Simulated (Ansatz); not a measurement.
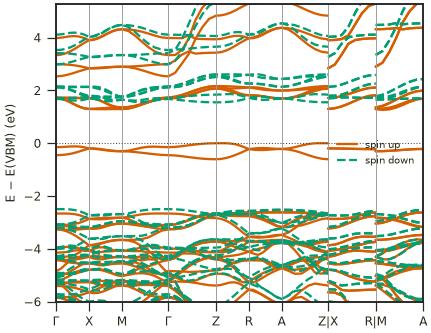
Band structure from r²SCAN in the plane-wave PAW code Ansatz

The gap is 1.26 eV; an edge lies off the plotted path or next to a special point (maximum off the standard path, minimum on the M–A line, 17 % of the way from M).

Which of these materials gives this?
A. SnO2, P4_2/nmc (Sn on 2a, O on 4d)
B. PrClO, P4/nmm (Pr on 2c, O on 2a, Cl on 2c)
C. MoPO5, P4/n (Mo on 2c, P on 2b, O on 8g, O on 2c)
D. SnO2, rutile

C, MoPO5, P4/n (Mo on 2c, P on 2b, O on 8g, O on 2c)

The workflow started from a Materials Project entry (that database holds measured and hypothetical structures alike); the Crystallography Open Database copy checked does not list it. Whether it is the stable phase at ambient conditions was not checked. Symmetry was held in the r²SCAN relaxation; its stability against distortions is not shown here. Magnetic state: ferromagnetic, chosen from 2 collinear starts compared on coarse meshes (ties went to the first, and starts can fall back to one state), not a proven ground state. Other orbital occupations within this spin state were not tried. No Hubbard U is applied. Spin–orbit coupling is left out wherever it is not named.

Potentials: the later of the program's two PAW sets.
